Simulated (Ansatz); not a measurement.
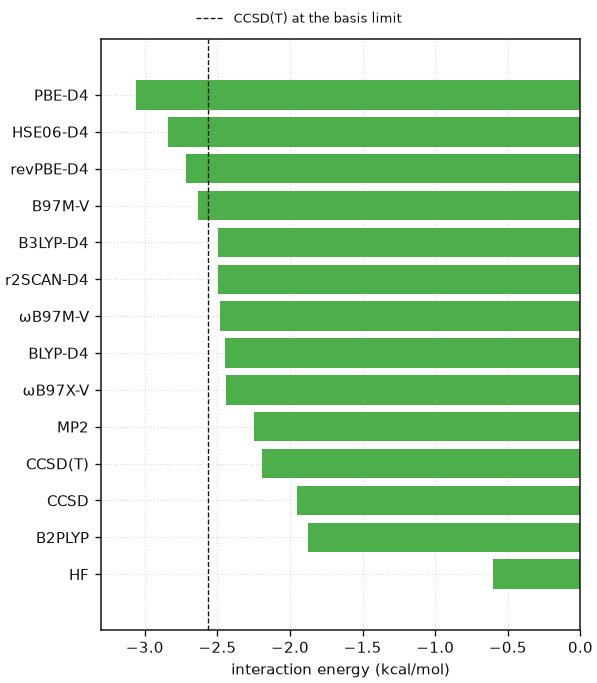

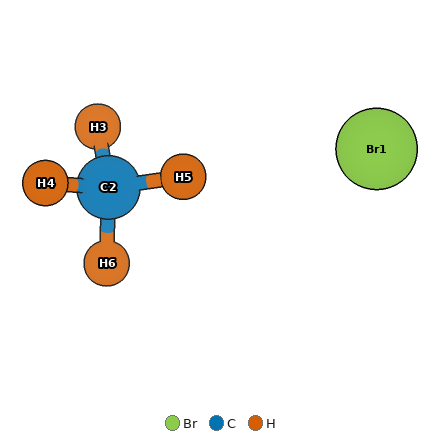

Counterpoise interaction energy of the pair Br⁻ and CH₄ (SMILES [Br-].C) at one optimised PBE0-D4 geometry, drawn, with the closest contact Br1···H5 2.84 Å (H···H pairs aside; other arrangements can bind more strongly; the cost of deforming the partners isn't counted), def2-TZVPPD, the Ansatz code 0.2.0; cores frozen in correlated methods. On heavy atoms the filled d shell below the valence is correlated. The line takes HF and MP2 limits from def2-TZVPPD and QZVPPD, and the coupled-cluster step in TZVPPD. B2PLYP holds a correlation term that converges slowly with the basis, so part of the distance to the limit is basis error. No dispersion term is added to B2PLYP. The distance of MP2, CCSD(T) and CCSD to the limit includes basis error.

> What range do the values span, the line included?

From −3.06 kcal/mol (PBE-D4) to −0.60 kcal/mol (HF).

> Give the values.

```csv
level,kcal/mol,less CCSD(T) at the basis limit
PBE-D4,−3.06,−0.49
HSE06-D4,−2.84,−0.27
revPBE-D4,−2.71,−0.15
B97M-V,−2.63,−0.07
B3LYP-D4,−2.50,0.07
r2SCAN-D4,−2.49,0.07
ωB97M-V,−2.48,0.09
BLYP-D4,−2.45,0.12
ωB97X-V,−2.44,0.13
MP2,−2.25,0.32
CCSD(T),−2.19,0.38
CCSD,−1.95,0.61
B2PLYP,−1.87,0.69
HF,−0.60,1.97
CCSD(T) at the basis limit,−2.57,0.00
```

Caveats, for all or some of the runs: no scalar relativity up to krypton.
